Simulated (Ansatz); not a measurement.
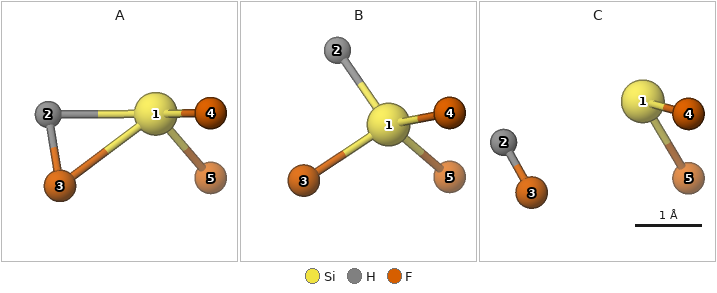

3 geometries from a converged minimum-energy path of SiHF3, shuffled. Style: ball-and-stick. Shown from a free direction.

The calculation used RKS B3LYP-D4/def2-SVP (Ansatz). Run with 7 movable images; climbing image; force threshold 0.05 eV/Å; iteration limit 60; starting path through a guess of the saddle point.

Which frame is the transition state?

Answer. A. In order along the path, whose images run from 0 to 8: B (image 1, +0.26 eV), A (image 4, +3.59 eV), C (image 6, +2.86 eV). Breaking: Si1–F3 (1.60 → 1.90 at the top → 2.46 Å), Si1–H2 (1.46 → 1.65 at the top → 2.93 Å). Forming: H2–F3 (2.53 → 1.20 at the top → 0.93 Å).

The run took 49 s on 1 thread of Intel(R) Xeon(R) 6975P-C (Granite Rapids) (shared host), peak memory 0.13 GiB.
